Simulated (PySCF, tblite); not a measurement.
# C₂H₁₂BN₃Si₂: geometry, infrared bands and NMR shifts

What infrared bands and NMR shifts should C₂H₁₂BN₃Si₂ (`[H]/N=C\[C@@H]1[SiH2][SiH2]N1[BH2-][NH3+]`) show?

The runs use tblite 0.8.0 and PySCF 2.14.0, with density-fitted response routines of our own; the level of theory stands in each step. All values are computed, except where a source is named. Atoms count from 0, in the outputs and in this text.

### 1 The starting structure

20 atoms, charge 0, multiplicity 1; geometry from: force field or distance geometry start.

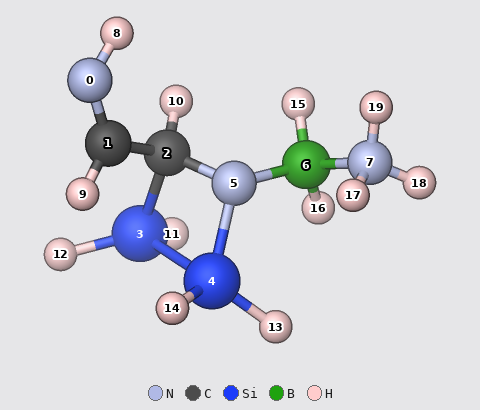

The starting geometry (nitrogen light blue, carbon dark grey, silicon blue, boron green, hydrogen pink), atoms numbered; sticks join atoms by distance.

### 2 Geometry optimisation with GFN2-xTB

What the job is given:

```
{"job": {"kind": "relax", "xc": "GFN2-xTB", "basis": "xTB"}, "charge": 0, "multiplicity": 1}
N     -1.776900     2.716100     0.019900
C     -1.711500     1.489500     0.329100
C     -0.939700     0.474500    -0.466400
Si    -1.820100    -1.154300    -0.348300
Si    -0.359300    -1.120600     1.342000
N      0.255700     0.109400     0.207400
B      1.392900    -0.393800    -0.682400
N      2.710800     0.008900     0.026800
H     -1.279100     3.002200    -0.852600
H     -2.200900     1.133500     1.222900
H     -0.774800     0.791400    -1.499000
H     -1.540100    -2.092400    -1.415600
H     -3.220000    -1.038300     0.078300
H      0.538000    -2.274100     1.430900
H     -0.867600    -0.623600     2.606200
H      1.306800     0.196300    -1.700300
H      1.316200    -1.550900    -0.880000
H      2.506700     0.117800     1.040400
H      3.444100    -0.689400    -0.091200
H      3.013500     0.908600    -0.371100
```

Started as:

```sh
$ OMP_NUM_THREADS=1 python probes_run.py task.json out
```

One launch serves the whole session: the jobs run in the order shown.

What it wrote:

```text
step      E/eV     max force
  0    -647.05253    2.610
  1    -647.33261    1.082
  2    -647.43504    1.029
  3    -647.50979    0.800
  4    -647.56081    0.757
  5    -647.61228    0.561
  6    -647.65226    0.623
  7    -647.70743    0.771
  8    -647.75505    0.599
  9    -647.78975    0.444
 10    -647.81456    0.382
 11    -647.83900    0.410
 12    -647.86158    0.416
 13    -647.87556    0.220
 14    -647.88264    0.201
 15    -647.88951    0.224
 16    -647.89885    0.307
 17    -647.91043    0.287
 18    -647.92305    0.309
 19    -647.93681    0.324
 20    -647.95292    0.376
 21    -647.97131    0.423
 22    -647.98968    0.342
 23    -648.00563    0.251
 24    -648.02145    0.303
 25    -648.04381    0.505
 26    -648.07236    0.542
 27    -648.09796    0.366
 28    -648.11585    0.339
 29    -648.12810    0.732
 30    -648.15398    0.447
 31    -648.18300    0.333
 32    -648.21088    0.371
 33    -648.22746    0.282
 34    -648.24460    0.369
 35    -648.26377    0.412
 36    -648.28257    0.546
 37    -648.30699    0.415
 38    -648.33156    0.378
 39    -648.35345    0.349
 40    -648.36916    0.410
 41    -648.38896    0.510
 42    -648.40697    0.400
 43    -648.41466    0.609
 44    -648.43271    0.436
 45    -648.44365    0.301
 46    -648.47421    0.325
 47    -648.49085    0.349
 48    -648.50451    0.353
 49    -648.51495    0.330
 50    -648.51923    0.521
 51    -648.53484    0.273
 52    -648.54462    0.220
 53    -648.55535    0.161
 54    -648.56083    0.194
 55    -648.56718    0.221
 56    -648.57271    0.227
 57    -648.57728    0.231
 58    -648.58165    0.255
 59    -648.58575    0.167
 60    -648.58919    0.157
 61    -648.59277    0.133
 62    -648.59592    0.147
 63    -648.59956    0.163
 64    -648.60292    0.131
 65    -648.60571    0.137
 66    -648.60808    0.137
 67    -648.61059    0.120
 68    -648.61352    0.112
 69    -648.61664    0.141
 70    -648.61938    0.111
 71    -648.62155    0.108
 72    -648.62363    0.094
 73    -648.62614    0.151
 74    -648.62930    0.197
 75    -648.63278    0.156
 76    -648.63559    0.139
 77    -648.63766    0.101
 78    -648.63946    0.116
 79    -648.64265    0.168
 80    -648.64565    0.143
 81    -648.64854    0.105
 82    -648.65022    0.155
 83    -648.65167    0.107
 84    -648.65335    0.141
 85    -648.65738    0.143
 86    -648.66039    0.145
 87    -648.66352    0.145
 88    -648.66673    0.155
 89    -648.67100    0.278
 90    -648.67475    0.176
 91    -648.67899    0.233
 92    -648.68246    0.126
 93    -648.68685    0.178
 94    -648.68933    0.211
 95    -648.69269    0.187
 96    -648.69509    0.092
 97    -648.69665    0.098
 98    -648.69896    0.110
 99    -648.70183    0.104
100    -648.70377    0.210
101    -648.70430    0.120
102    -648.70564    0.067
103    -648.70635    0.050
104    -648.70716    0.056
105    -648.70801    0.065
106    -648.70899    0.071
107    -648.70978    0.078
108    -648.71065    0.056
109    -648.71136    0.053
110    -648.71216    0.061
111    -648.71298    0.066
112    -648.71359    0.055
113    -648.71413    0.052
114    -648.71484    0.076
115    -648.71600    0.100
116    -648.71752    0.111
117    -648.71882    0.063
118    -648.71952    0.085
119    -648.71992    0.083
120    -648.72038    0.053
121    -648.72126    0.067
122    -648.72204    0.066
123    -648.72309    0.076
124    -648.72425    0.090
125    -648.72563    0.091
126    -648.72682    0.068
127    -648.72762    0.044
128    -648.72818    0.052
129    -648.72867    0.058
130    -648.72933    0.063
131    -648.73030    0.084
132    -648.73151    0.110
133    -648.73272    0.088
134    -648.73347    0.129
135    -648.73435    0.068
136    -648.73491    0.082
137    -648.73583    0.077
138    -648.73628    0.061
139    -648.73669    0.032
140    -648.73695    0.036
141    -648.73724    0.029
142    -648.73755    0.034
143    -648.73788    0.042
144    -648.73815    0.041
145    -648.73833    0.030
146    -648.73846    0.026
147    -648.73856    0.021
148    -648.73864    0.029
149    -648.73875    0.031
150    -648.73891    0.031
151    -648.73909    0.049
152    -648.73929    0.061
153    -648.73949    0.057
154    -648.73971    0.045
155    -648.73995    0.032
156    -648.74016    0.032
157    -648.74030    0.045
158    -648.74041    0.043
159    -648.74054    0.043
160    -648.74074    0.040
161    -648.74100    0.035
162    -648.74125    0.039
163    -648.74145    0.033
164    -648.74164    0.036
165    -648.74186    0.040
166    -648.74211    0.034
167    -648.74234    0.030
168    -648.74248    0.025
169    -648.74259    0.025
170    -648.74270    0.025
171    -648.74283    0.025
172    -648.74298    0.024
173    -648.74313    0.031
174    -648.74326    0.033
175    -648.74336    0.026
176    -648.74344    0.016
177    -648.74349    0.012
178    -648.74351    0.012
179    -648.74353    0.010
180    -648.74355    0.009
```

Run time: 2.8 s. Hardware: 1 thread of Arm Neoverse N1, shared host; peak memory 0.18 GiB.

The steps of the relaxation: (not every step is listed)

```
step  energy from step 0 (eV)  largest force (eV/Å)
   0                   0.0000                2.6102
   1                  -0.2801                1.0824
   2                  -0.3825                1.0287
   3                  -0.4573                0.7995
   4                  -0.5083                0.7572
   5                  -0.5598                0.5605
   6                  -0.5997                0.6232
   7                  -0.6549                0.7706
   8                  -0.7025                0.5993
  24                  -0.9689                0.3030
  40                  -1.3166                0.4105
  56                  -1.5202                0.2268
  72                  -1.5711                0.0945
  88                  -1.6142                0.1554
 104                  -1.6546                0.0558
 120                  -1.6678                0.0529
 136                  -1.6824                0.0815
 152                  -1.6868                0.0613
 168                  -1.6899                0.0246
 175                  -1.6908                0.0260
 176                  -1.6909                0.0159
 177                  -1.6910                0.0117
 178                  -1.6910                0.0117
 179                  -1.6910                0.0102
 180                  -1.6910                0.0091
```

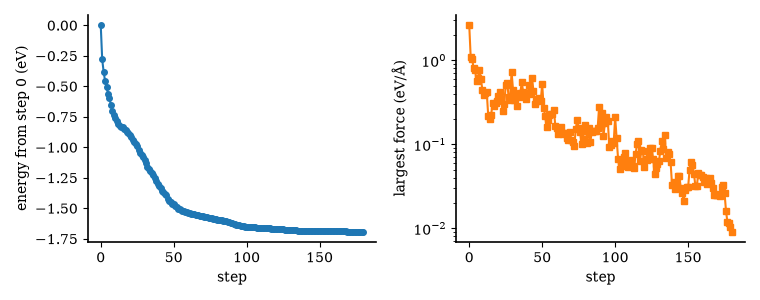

Energy and force, step by step.

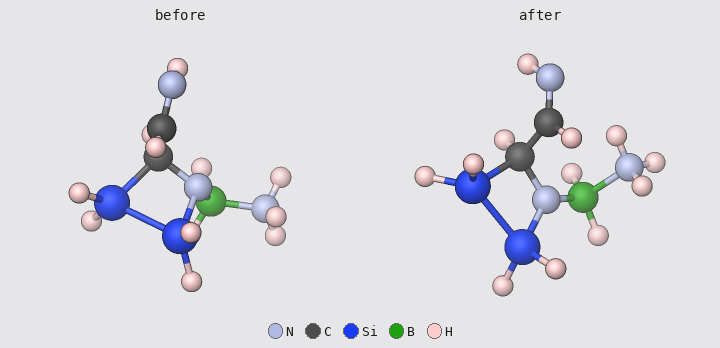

The geometry before (left) and after (right).

Distances of close pairs at the start and the end, largest changes first:

```
   bond  before (Å)  after (Å)  change (Å)
  B6–N7       1.550      1.694      +0.144
 C2–Si3       1.855      1.959      +0.104
Si3–Si4       2.234      2.320      +0.086
 Si4–N5       1.783      1.716      -0.067
  C2–N5       1.420      1.466      +0.046
  N5–B6       1.529      1.488      -0.042
  C1–C2       1.503      1.466      -0.036
Si4–H14       1.450      1.480      +0.029
```

The final coordinates are the input of the step that follows.

### 3 Vibrational analysis with GFN2-xTB

What the job is given:

```
{"job": {"kind": "ir", "xc": "GFN2-xTB", "basis": "xTB"}, "charge": 0, "multiplicity": 1}
N     -1.020517     2.580774    -0.445785
C     -0.799213     1.447451     0.073906
C     -0.845481     0.110802    -0.527563
Si    -2.350763    -0.912923     0.195777
Si    -0.437544    -2.053181     0.845389
N      0.236445    -0.762819    -0.063350
B      1.625007    -0.517502    -0.537313
N      2.146470     0.886199     0.254199
H     -1.257325     2.534957    -1.437842
H     -0.561866     1.459072     1.139670
H     -0.852771     0.185759    -1.622219
H     -3.247396    -1.294869    -0.904080
H     -3.174464    -0.072220     1.077446
H     -0.206506    -3.417104     0.343631
H     -0.019734    -2.041244     2.264789
H      1.691103    -0.228962    -1.694878
H      2.372833    -1.372534    -0.186160
H      2.157972     0.716090     1.253717
H      3.069160     1.147438    -0.073071
H      1.469442     1.615493     0.040702
```

What it wrote:

```text
mode    cm-1     km/mol
  1      59.2      3.78
  2      67.8     16.35
  3      77.5      5.00
  4     143.8      9.85
  5     182.6      1.64
  6     242.5      6.99
  7     249.3      4.73
  8     285.2      6.78
  9     298.6     14.16
 10     346.9     10.04
 11     383.6      3.80
 12     400.7      1.54
 13     421.6      3.90
 14     479.7     16.21
 15     509.6     15.74
 16     519.8     34.37
 17     543.1    197.93
 18     571.7    294.60
 19     610.0     17.13
 20     625.6     77.76
 21     673.4    263.29
 22     685.0     70.11
 23     767.6     43.38
 24     805.5     57.35
 25     819.4    286.61
 26     837.5    165.38
 27     897.2     44.82
 28     973.7     71.17
 29    1033.2     95.35
 30    1074.6    128.33
 31    1076.9    120.14
 32    1096.7    109.64
 33    1125.6     51.14
 34    1147.1     31.22
 35    1189.5    154.46
 36    1203.2    190.45
 37    1229.6    177.32
 38    1293.5     41.60
 39    1358.3     49.90
 40    1482.8     44.96
 41    1501.9     57.70
 42    1685.3    406.21
 43    2068.7    373.27
 44    2147.8    199.53
 45    2176.3    659.17
 46    2192.2    219.91
 47    2407.2    243.07
 48    2466.8    232.92
 49    2871.9     61.68
 50    2940.3     89.48
 51    3299.1     31.24
 52    3367.4     27.32
 53    3427.1     12.51
 54    3449.0      9.54
```

Run time: 1.5 s. Hardware: 1 thread of Arm Neoverse N1, shared host; peak memory 0.18 GiB.

Which atoms move in the most intense modes:

```
cm⁻¹  km/mol                                   atoms
 572   294.6  H12 29 %, H11 20 %, H14 13 %, H13 10 %
 673   263.3  H14 31 %, H13 22 %, H12 15 %, H11 11 %
 819   286.6                      H11 34 %, H12 33 %
1685   406.2                        C1 60 %, N0 37 %
2069   373.3                                H14 89 %
2176   659.2                      H12 63 %, H11 28 %
2407   243.1                                H15 93 %
2467   232.9                                H16 93 %
```

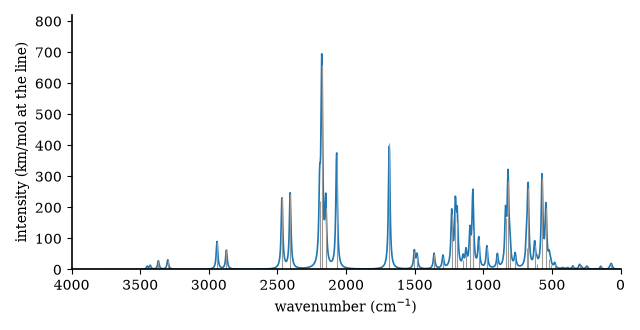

The infrared spectrum from these modes, unscaled. Lines are broadened to a width of 14 cm⁻¹ (Lorentzian).

### 4 Shielding tensors: PBE0/pcSseg-1

Settings changed since step 3:

```diff
@@ -1,2 +1,2 @@
-{"job": {"kind": "ir", "xc": "GFN2-xTB", "basis": "xTB"}, "charge": 0, "multiplicity": 1}
+{"job": {"kind": "nmr", "xc": "PBE0", "basis": "pcSseg-1"}, "charge": 0, "multiplicity": 1}
 N     -1.020517     2.580774    -0.445785
```

With the program's defaults for keys left out, this is: GIAO PBE0/pcSseg-1 NMR shielding, non-relativistic, gas phase.

What it wrote:

```text
coarse grid: 17136 points
cycle   1  E = -850.7804903619  dE =  8.837e-01  |g| = 5.813e-01  |ddm| = 4.010e+00
cycle   2  E = -850.6823824880  dE =  9.811e-02  |g| = 8.859e-01  |ddm| = 1.820e+00
cycle   3  E = -850.8675894481  dE = -1.852e-01  |g| = 1.109e-01  |ddm| = 1.202e+00
cycle   4  E = -850.8700441818  dE = -2.455e-03  |g| = 3.463e-02  |ddm| = 1.136e-01
cycle   5  E = -850.8703126276  dE = -2.684e-04  |g| = 1.050e-02  |ddm| = 4.162e-02
cycle   6  E = -850.8703383908  dE = -2.576e-05  |g| = 2.532e-03  |ddm| = 1.440e-02
cycle   7  E = -850.8703397910  dE = -1.400e-06  |g| = 9.752e-04  |ddm| = 3.352e-03
final grid: 154920 points
cycle   8  E = -850.9069825278  dE = -4.888e-05  |g| = 9.012e-03  |ddm| = 3.291e-02
cycle   9  E = -850.9069646646  dE =  1.786e-05  |g| = 1.250e-02  |ddm| = 2.537e-02
cycle  10  E = -850.9070019970  dE = -3.733e-05  |g| = 1.850e-03  |ddm| = 1.552e-02
cycle  11  E = -850.9070026828  dE = -6.858e-07  |g| = 4.753e-04  |ddm| = 2.131e-03
cycle  12  E = -850.9070027268  dE = -4.395e-08  |g| = 1.788e-04  |ddm| = 5.465e-04
cycle  13  E = -850.9070027331  dE = -6.376e-09  |g| = 6.040e-05  |ddm| = 1.836e-04
cycle  14  E = -850.9070027339  dE = -8.051e-10  |g| = 1.422e-05  |ddm| = 7.308e-05
converged SCF energy = -850.9070027339

GIAO shielding tensors (ppm)
atom      isotropic    diamagn.    paramagn.     s11        s22        s33       span
  0 N      -64.035     321.677    -385.712   -351.883    -72.621    232.399    584.283
  1 C       -3.230     255.484    -258.714   -127.660     16.523    101.446    229.106
  2 C      118.363     251.095    -132.732    103.430    112.499    139.160     35.730
  3 Si     407.175     881.825    -474.650    363.361    379.030    479.133    115.772
  4 Si     383.218     881.304    -498.086    327.392    344.205    478.058    150.666
  5 N      207.918     327.630    -119.712    172.375    196.471    254.909     82.534
  6 B      109.678     190.620     -80.942     96.399    109.331    123.306     26.907
  7 N      216.666     318.972    -102.306    201.511    213.289    235.198     33.687
  8 H       21.863      34.257     -12.394     13.220     25.200     27.169     13.949
  9 H       23.628      33.241      -9.613     18.805     25.361     26.718      7.912
 10 H       28.044      33.826      -5.782     26.441     26.613     31.078      4.637
 11 H       27.002      30.034      -3.032     24.011     25.357     31.638      7.627
 12 H       27.390      29.965      -2.575     24.306     26.038     31.825      7.519
 13 H       26.048      29.411      -3.363     22.950     23.776     31.417      8.466
 14 H       25.761      29.983      -4.222     22.280     23.880     31.124      8.844
 15 H       28.977      31.758      -2.781     25.169     29.717     32.044      6.875
 16 H       28.961      31.587      -2.625     25.254     29.589     32.041      6.786
 17 H       29.358      31.438      -2.080     24.489     26.273     37.312     12.824
 18 H       29.554      28.591       0.963     23.592     24.550     40.519     16.928
 19 H       27.803      32.592      -4.788     19.797     26.316     37.297     17.500
```

Wall time 87 s (1 thread of Arm Neoverse N1, shared host); peak memory 0.95 GiB.

Shifts follow as δ = σ(reference) − σ, with reference shieldings (ppm) from runs at the same level and on the same kind of geometry: 1H TMS 31.72, 13C TMS 186.9, 29Si TMS 349.2, 15N NH3 267.7, 11B BF3·OEt2 100.1. The references are single molecules in the gas phase, so shifts against H2O, NH3, PH3, H3PO4 or CFCl3 are not on the usual liquid scales and can be off by tens of ppm. Atoms listed in one row are averaged.

```
        atoms                                                  environment  σ (ppm)  δ (ppm)  δ scaled to CDCl3
           C1                                                   C=N carbon     -3.2    190.2              183.7
           C2                                    sp3 CH bonded to N and Si    118.4     68.6               65.0
           H8                                hydrogen on an imine nitrogen    21.86     9.85                  –
           H9                                     hydrogen on a C=N carbon    23.63     8.09               7.73
          H14  hydrogen on a silicon bonded to N, Si, in a 4-membered ring    25.76     5.96                  –
          H13  hydrogen on a silicon bonded to N, Si, in a 4-membered ring    26.05     5.67                  –
          H11  hydrogen on a silicon bonded to C, Si, in a 4-membered ring    27.00     4.72                  –
          H12  hydrogen on a silicon bonded to C, Si, in a 4-membered ring    27.39     4.33                  –
          H10                     hydrogen on an sp3 CH bonded to N and Si    28.04     3.67               3.57
H17, H18, H19               hydrogen on a donor nitrogen of a Lewis adduct    28.91     2.81                  –
          H16                            hydrogen on a boron bonded to 2 N    28.96     2.76                  –
          H15                            hydrogen on a boron bonded to 2 N    28.98     2.74                  –
           N0                                               imine nitrogen    -64.0    331.8                  –
           N5            nitrogen bonded to C, B, Si, in a 4-membered ring    207.9     59.8                  –
           N7                             donor nitrogen of a Lewis adduct    216.7     51.1                  –
          Si4           silicon bonded to N, Si, 2 H, in a 4-membered ring    383.2    -34.1                  –
          Si3           silicon bonded to C, Si, 2 H, in a 4-membered ring    407.2    -58.0                  –
           B6                                     boron bonded to 2 N, 2 H    109.7     -9.6                  –
```

The scaled column applies a straight-line fit of computed shieldings to shifts measured in CDCl3 (root-mean-square error 0.16 ppm for H, 1.9 ppm for C).

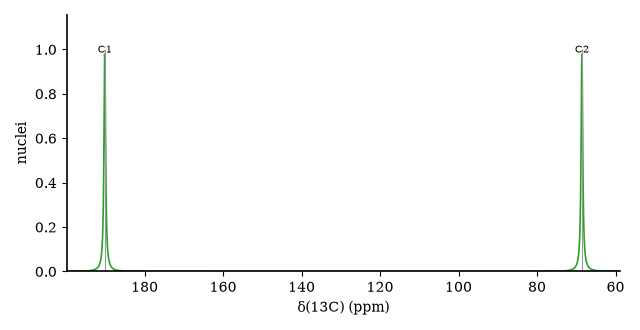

13C lines at the computed shifts, without couplings. Lines are broadened to a width of 0.49 ppm (Lorentzian).

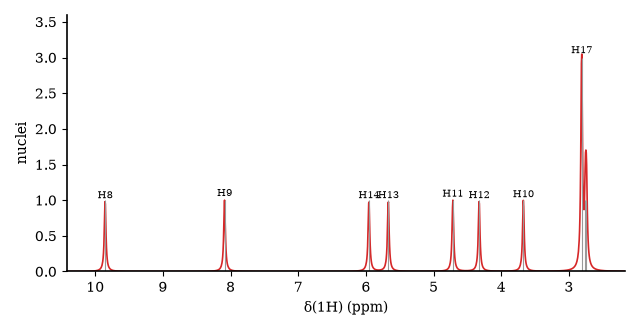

1H lines at the computed shifts, without couplings. Lines are broadened to a width of 0.03 ppm (Lorentzian).

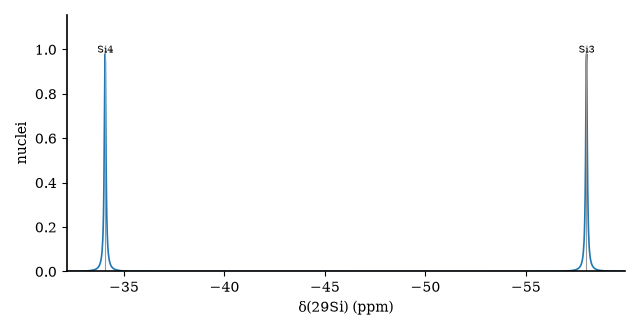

29Si lines at the computed shifts, without couplings. Lines are broadened to a width of 0.10 ppm (Lorentzian).

The run also stored atomic charges by several schemes (e):

```
atoms  Mulliken    IAO  Hirshfeld  ESP fit
   N0     -0.35  -0.46      -0.25    -0.85
   C1      0.01   0.02       0.03     0.58
   C2     -0.22  -0.28      -0.07    -0.21
  Si3      0.29   0.40       0.24     0.12
  Si4      0.54   0.63       0.28     0.31
   N5     -0.79  -0.58      -0.24    -0.26
   B6      0.16  -0.13       0.00     0.22
   N7     -0.36  -0.45      -0.10    -0.57
```

Hirshfeld charges:

N0 -0.25; C1 0.03; C2 -0.07; Si3 0.24; Si4 0.28; N5 -0.24; B6 0.00; N7 -0.10; H8 0.10; H9 0.03; H10 0.03; H11 -0.07; H12 -0.08; H13 -0.08; H14 -0.09; H15 -0.10; H16 -0.10; H17 0.16; H18 0.17; H19 0.14

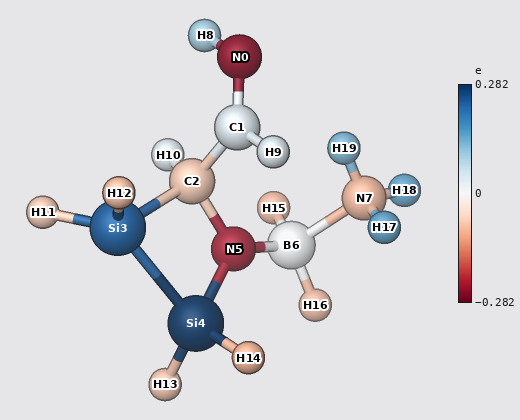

Hirshfeld charges, as colours on the atoms.

Mayer bond orders: N0–C1 1.98, C1–C2 1.00, C2–Si3 0.79, Si3–Si4 0.91, Si4–N5 1.03, N5–B6 0.87, B6–N7 0.56, N5–C2 0.94.

Ring of atoms C2, Si3, Si4, N5: NICS(0) -1.3, NICS(1) -0.9, NICS(1)zz 4.8 ppm (means of both faces).

Orbitals, density, ELF and potential are computed afterwards from the orbital file.

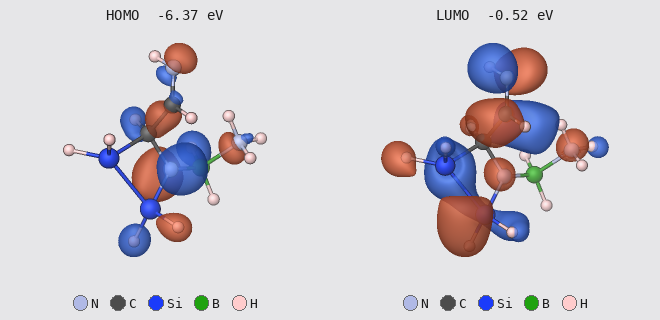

Frontier orbitals at PBE0/pcSseg-1; each surface holds 70 % of the orbital's density, blue and red mark the sign.

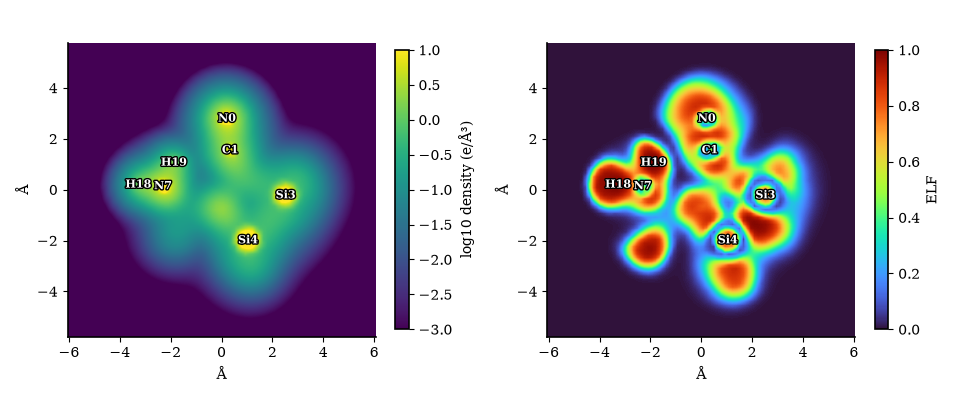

Density (left) and ELF (right) in a plane through or near 7 of the atoms.

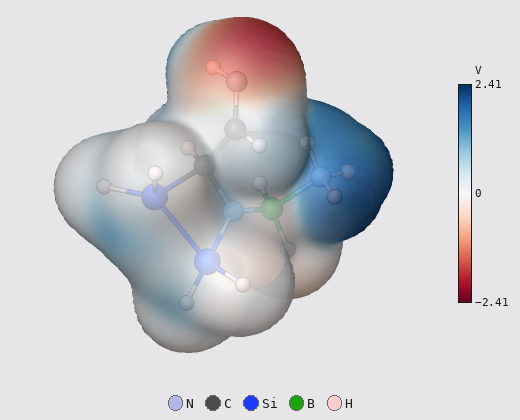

Electrostatic potential on the surface of density 0.002 e/bohr³; red is low, blue high. It runs from -1.77 V near N0 to 2.41 V near H18.

### 5 Outcome

| quantity | value |
| --- | --- |
| strongest single infrared mode (GFN2-xTB) | 2176 cm⁻¹, 659 km/mol |
| zero-point energy (GFN2-xTB) | 91.2 kcal/mol |
| 13C shifts against TMS (PBE0/pcSseg-1) | 190.2, 68.6 ppm |
| 1H shifts against TMS (PBE0/pcSseg-1, means over atoms taken as alike) | 9.85, 8.09, 5.96, 5.67, 4.72, 4.33, 3.67, 2.81, 2.76, 2.74 ppm |
| 15N shifts against NH3 (PBE0/pcSseg-1) | 331.8, 59.8, 51.1 ppm |
| 29Si shifts against TMS (PBE0/pcSseg-1) | -34.1, -58.0 ppm |
| 11B shifts against BF3·OEt2 (PBE0/pcSseg-1) | -9.6 ppm |
| surface potential, least and greatest | -1.77 V and 2.41 V |

**Reading.** Relaxing lowered the energy by 1.691 eV in 180 steps; the close pair that moved most is B6–N7, from 1.550 to 1.694 Å. No mode is imaginary among the 54: a minimum at this level. The strongest single mode, at 2176 cm⁻¹, moves mainly H12. GFN2-xTB is a fitted tight-binding method: band positions and strengths are rough. Its intensities can rank the bands wrongly. At PBE0/pcSseg-1: The widest tensor belongs to N0: span 584 ppm, with a paramagnetic part of -386 ppm. By nearest atom (PBE0/pcSseg-1), the HOMO sits on N5 51 %; H13, H14, H15 about 6 % each and the LUMO on N0 22 %; C1 19 %.
